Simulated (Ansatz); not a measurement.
# Fields on a plane of ZrO2 (fluorite)

```xyz
3
Lattice="0.0000 2.5447 2.5447 2.5447 0.0000 2.5447 2.5447 2.5447 0.0000" Properties=species:S:1:pos:R:3 pbc="T T T"
Zr     0.0000     0.0000     0.0000
O      1.2723     1.2723     1.2723
O      3.8170     3.8170     3.8170
```

The slice is a {110} plane (indices of the conventional cell) through the point (0.000, 0.000, 0.000) (fractional), spanned by u = [100] and v = [1 -1 -1] in vectors of this cell: u (3.60 Å) and v (5.09 Å, at 90° to u). It covers one period; positions are fractions (u, v).

Atoms on it: Zr at (0.00, 0.00); O at (0.50, 0.75); O at (0.50, 0.25).

The numbers are results of r2SCAN (plane waves to 500 eV, PAW, scalar-relativistic; Ansatz, an electronic-structure program), not measurements. k mesh 11×11×11. Near the nuclei the fields are pseudised (PAW); where an atom keeps semicore shells as valence, they peak there. This is a high-temperature form of ZrO2. ZrO2 is run without spin polarisation. ZrO2 was relaxed with its symmetry unable to fall.

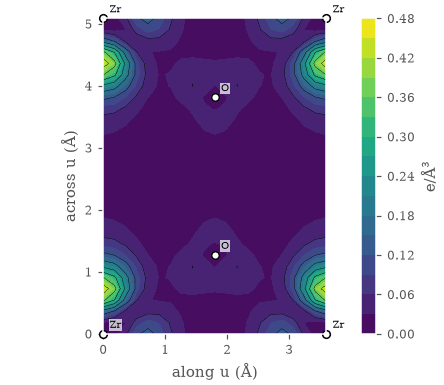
Figure: Density of the lowest conduction band (whole band as if filled, smooth part) in e/Å³, one period of the plane, atoms marked. 

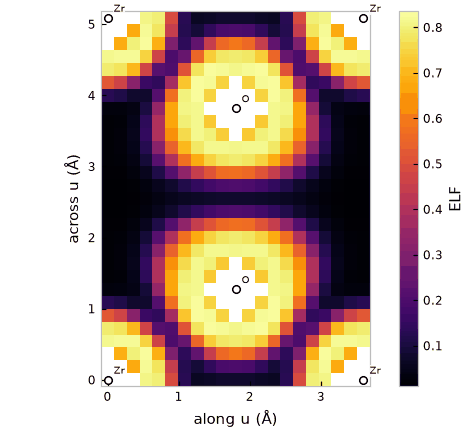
*Electron localisation function (ELF), one period of the plane, atoms marked. Points within 0.4 Å of a nucleus are left white, as the pseudised field means little there.*

- Density on the Zr–O line (2.20 Å) at its density minimum, 1.2 Å from Zr = 0.52 e/Å³
- ELF at that point = 0.2
- Element round which the density of the highest valence band (whole band, smooth part) is largest on this plane = O
- Element round which the density of the lowest conduction band (whole band as if filled, smooth part) is largest on this plane = Zr
